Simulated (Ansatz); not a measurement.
Band structure of TiNbC₂ (R-3m, 4 atoms in the cell).

```yaml
crystal:
  lattice:
    - [1.56522, 0.90368, 5.09669]
    - [-1.56522, 0.90368, 5.09669]
    - [0.00000, -1.80736, 5.09669]
  atoms:
    - { symbol: Ti, position: [0.50000, 0.50000, 0.50000] }
    - { symbol: Nb, position: [0.00000, 0.00000, 0.00000] }
    - { symbol: C, position: [0.75243, 0.75243, 0.75243] }
    - { symbol: C, position: [0.24757, 0.24757, 0.24757] }
```

Method: PBEsol, PAW files made with PBE (plane waves; Ansatz, a program for electronic structure).

Settings: basis.ecutwfc = 30.9 Ry; kpoints.mp_grid.grid = 8 8 8; hamiltonian.xc = pbesol; hamiltonian.pseudopotentials = {kind: paw} (the program's default PAW files); scf.occupations.method = gaussian; scf.occupations.width = 0.0037 Ry; kpoints.band_path.path = [[0.0, 0.0, 0.0], [0.5, 0.0, 0.0], [0.5, 0.18762521, -0.18762521]]; kpoints.band_path.npoints = 8.

The starting cell comes from a database of computed structures (which also holds hypothetical and non-ambient phases and stackings), without a prior relaxation at this level. Spin polarisation is off.

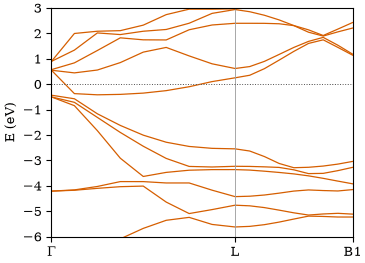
Bands along the path, energies from the Fermi level.

Levels in eV from the Fermi level, bands 13 to 20:
```tsv
point	13	14	15	16	17	18	19	20
Γ	-4.21	-0.50	-0.50	-0.43	0.55	0.55	0.57	0.90
L	-4.43	-3.36	-3.23	-2.55	0.25	0.62	2.40	2.94
B1	-4.15	-3.92	-3.27	-3.04	1.14	1.18	2.21	2.43
```

Bands cross the Fermi level along this path, so the cell is metallic at this level.

Keys are those of Ansatz 0.2.
